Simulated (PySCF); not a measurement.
# EPR calculation, with input and output: C7H11O

System: C7H11O, multiplicity 2.
Method: UKS B3LYP, pcH-1 on C H O, non-relativistic, mean-field spin-orbit, GIAO (PySCF 2.14.0).

It belongs to a series of runs on one base structure; here: H removed from sp3 C.

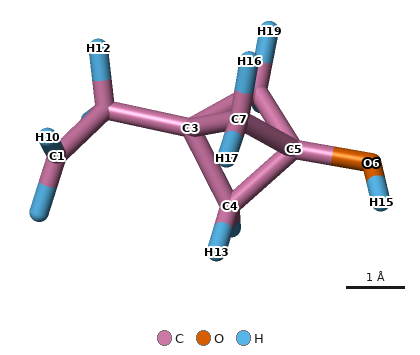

*The structure (stick view, seen at a tilt; atoms are numbered from 1 in the order of the input).*

**Key numbers**

```csv
quantity,value
outcome,converged
total energy,−348.472367 hartree
⟨S²⟩,0.754
isotropic g,2.0026
hardware,"1 CPU thread, shared host"
wall time,92 s
peak memory,0.97 GiB
```

**Input**
```
{"job": {"kind": "epr", "basis": "pcH-1"}, "charge": 0, "multiplicity": 2}
C      2.518404    -0.656109     0.390646
C      1.673651     0.545018     0.307390
C      0.211257     0.200812     0.049202
C     -0.716921    -0.648581     0.940361
C     -1.568099    -0.190907    -0.264366
O     -2.906369    -0.427951    -0.497556
C     -0.367463    -0.548192    -1.167819
C     -0.953875     1.205220    -0.096099
H      2.612694    -1.189479     1.316189
H      2.909674    -1.106016    -0.500681
H      1.712081     1.109109     1.243967
H      2.002235     1.191693    -0.511713
H     -0.492271    -1.711048     1.011155
H     -0.977675    -0.235480     1.911707
H     -3.053081    -1.377739    -0.567771
H     -0.307824    -0.042906    -2.128712
H     -0.115743    -1.602892    -1.260822
H     -1.241869     1.759915     0.793025
H     -0.948612     1.843659    -0.975564
```

The first line tells a small driver script what to run in PySCF; the rest is the geometry in Å.

Command:
```bash
OMP_NUM_THREADS=1 python <driver script> task.json out
```

**The program's output**
```
UKS, coarse grid
  cycle   1  E = -348.36122670  |g| = 5.24e-01
  cycle   2  E = -348.28709005  |g| = 7.08e-01
  cycle   3  E = -348.47039779  |g| = 6.98e-02
  cycle   4  E = -348.47169481  |g| = 4.08e-02
  cycle   5  E = -348.47242849  |g| = 6.02e-03
  cycle   6  E = -348.47244282  |g| = 3.35e-03
  cycle   7  E = -348.47244914  |g| = 8.93e-04
UKS, final grid
  cycle   1  E = -348.47236680  |g| = 1.11e-03
  cycle   2  E = -348.47236614  |g| = 1.65e-03
  cycle   3  E = -348.47236738  |g| = 9.78e-05
  cycle   4  E = -348.47236739  |g| = 7.63e-05
  cycle   5  E = -348.47236739  |g| = 2.54e-05
E = -348.47236739 Eh   <S^2> = 0.7536 (exact 0.7500)
g shifts (ppm)      1          2          3
  rmc          -141       -141       -141
  gc              5         34         19
  oz_so         -13        582        775
  total        -150        475        652
hyperfine (MHz)  atom isotope    a_iso     a_fc   dipolar eigenvalues
    0   13C      96.65      96.65    -81.17    -80.45    161.61
    1   13C     -31.44     -31.44     -2.59      0.32      2.27
    2   13C     102.56     102.56     -5.79     -5.62     11.41
    3   13C      -1.11      -1.11     -0.61     -0.14      0.75
    4   13C      -0.98      -0.98     -0.41     -0.21      0.62
    5   17O      -3.13      -3.13     -0.46      0.23      0.23
    6   13C      -1.10      -1.10     -0.61     -0.14      0.75
    7   13C       2.76       2.76     -1.85     -1.67      3.52
    8    1H     -62.37     -62.37    -39.29     -0.16     39.45
    9    1H     -62.36     -62.36    -39.29     -0.17     39.46
   10    1H      36.48      36.48     -4.87     -4.56      9.43
   11    1H      37.00      37.00     -4.87     -4.57      9.43
   12    1H       0.24       0.24     -2.72     -1.99      4.71
   13    1H       0.44       0.44     -1.52     -1.17      2.69
   14    1H       0.71       0.71     -0.55     -0.38      0.93
   15    1H       0.44       0.44     -1.52     -1.17      2.69
   16    1H       0.23       0.23     -2.72     -1.99      4.71
   17    1H      -1.01      -1.01     -1.57     -0.60      2.17
   18    1H      -1.01      -1.01     -1.57     -0.60      2.17
```

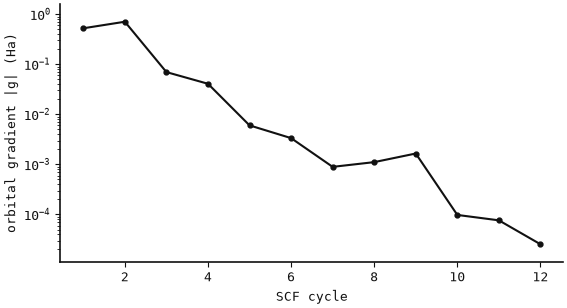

*Convergence of the self-consistent field: orbital gradient |g| against the SCF cycle.*

All cycles printed in the log are drawn one after another.

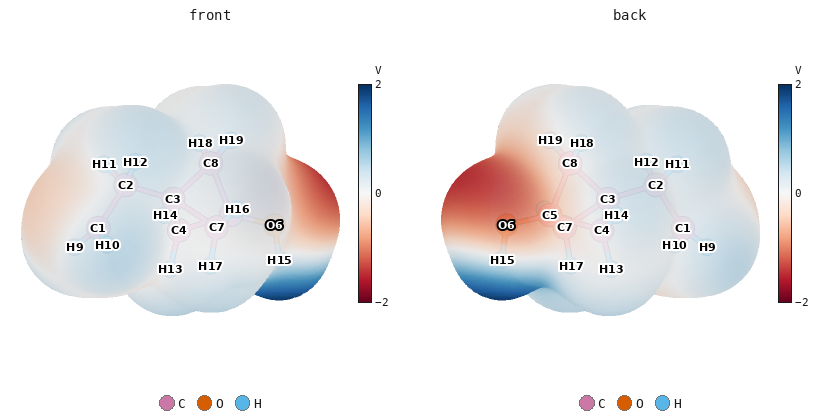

*The molecular electrostatic potential painted on the density surface at 0.001 e/bohr³, seen at a tilt and from behind; red is negative and blue positive.*

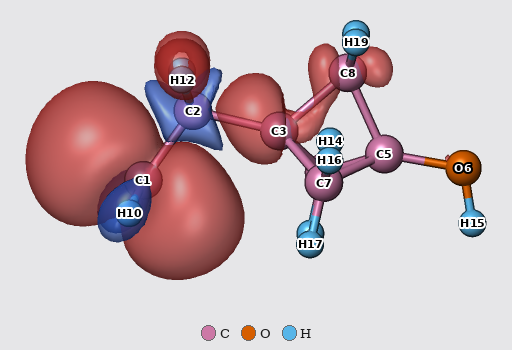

*Isosurfaces of the spin density at +0.006 (red) and −0.006 e/Å³ (blue), seen at a tilt.*

The unpaired spin (1 electron) lies mostly on C1 (about 0.7) and C2 (about 0.1), in electrons by Hirshfeld's partition.

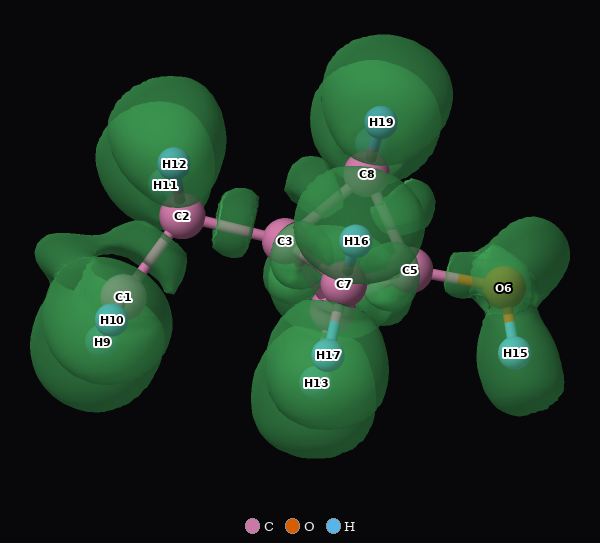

*Isosurface of the electron localisation function at 0.75 (green), seen at a tilt. Only the valence region is drawn (cores and ρ < 0.01 e/Å³ removed).*

Values along the shortest contacts: C–O (1.38 Å): the ELF peaks at about 0.90 between the atoms, which marks a shared but strongly polarised pair. C–C (1.47 Å): the ELF peaks at about 0.95 between the atoms (localised, shared-pair bonding).
